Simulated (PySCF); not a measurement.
C$_{5}$H$_{17}$NSi$_{2}$

```yaml
atoms:
  - { symbol: C, position_ang: [-2.1410, -1.2276, 0.7563] }
  - { symbol: N, position_ang: [-1.5229, -0.2797, -0.1501] }
  - { symbol: C, position_ang: [-0.0590, -0.1308, -0.1181] }
  - { symbol: C, position_ang: [0.4122, 0.0323, 1.3232] }
  - { symbol: C, position_ang: [0.6408, -1.3304, -0.7781] }
  - { symbol: Si, position_ang: [2.5313, -1.4341, -0.6513] }
  - { symbol: Si, position_ang: [0.1667, 1.5155, -1.0857] }
  - { symbol: C, position_ang: [-0.7997, 2.8895, -0.2116] }
  - { symbol: H, position_ang: [-3.2084, -1.2590, 0.5388] }
  - { symbol: H, position_ang: [-1.7469, -2.2520, 0.6806] }
  - { symbol: H, position_ang: [-2.0150, -0.8858, 1.7825] }
  - { symbol: H, position_ang: [-1.7938, -0.5116, -1.1007] }
  - { symbol: H, position_ang: [1.4366, 0.3979, 1.3390] }
  - { symbol: H, position_ang: [0.3837, -0.9155, 1.8600] }
  - { symbol: H, position_ang: [-0.2186, 0.7488, 1.8441] }
  - { symbol: H, position_ang: [0.3625, -1.3516, -1.8365] }
  - { symbol: H, position_ang: [0.2374, -2.2516, -0.3419] }
  - { symbol: H, position_ang: [2.9457, -1.7544, 0.7176] }
  - { symbol: H, position_ang: [2.9821, -2.5215, -1.5269] }
  - { symbol: H, position_ang: [3.1620, -0.1847, -1.0757] }
  - { symbol: H, position_ang: [1.5844, 1.8903, -1.1821] }
  - { symbol: H, position_ang: [-0.3602, 1.3146, -2.4444] }
  - { symbol: H, position_ang: [-1.8114, 2.5717, 0.0172] }
  - { symbol: H, position_ang: [-0.8578, 3.7722, -0.8400] }
  - { symbol: H, position_ang: [-0.3218, 3.1816, 0.7183] }
```

Geometry: GFN2-xTB.

Theory: PBE0/pcSseg-1, SCF density, gas phase, non-relativistic (PySCF).

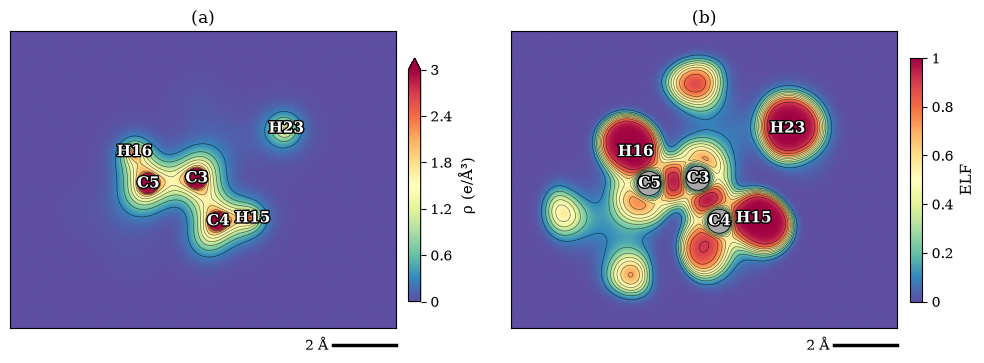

Figure 1. (a) total electron density; (b) electron localisation function on the plane of atoms C3, C5 and H16. Grey discs cover the atomic cores in the ELF map.

Question: Describe what can be read from this map.

Answer:
- The plane passes through C and H nuclei.
- C–C (1.53 Å): ρ is about 1.6 e/Å³ halfway; the ELF peaks at about 0.95 between the atoms (a shared electron pair).
- C–H (1.09 Å): ρ is about 2 e/Å³ halfway; the ELF climbs to about 1 towards the hydrogen, as it does in any bond to H; a covalent bond by its length.

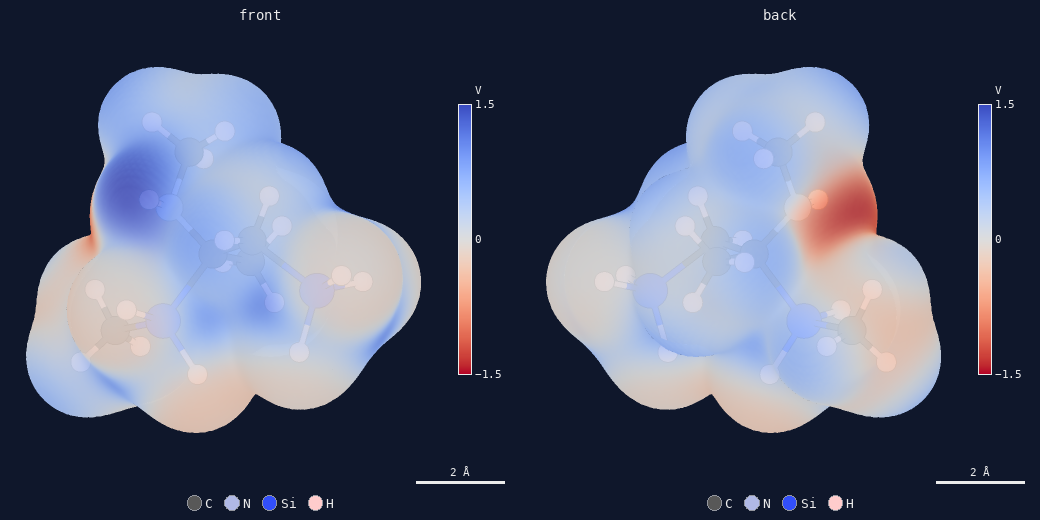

Figure 2. The electrostatic potential painted on the density surface at 0.002 e/bohr³, seen from the front and from behind; red is negative and blue positive.

Question: Which sites attract a positive test charge, and which a negative one?

Answer: A positive charge is drawn to the negative regions and a negative charge to the positive ones. The most negative region (about −1.2 V) lies over N2, the most positive (about +1.3 V) over H12. N2 is the likeliest acceptor of a hydrogen bond.
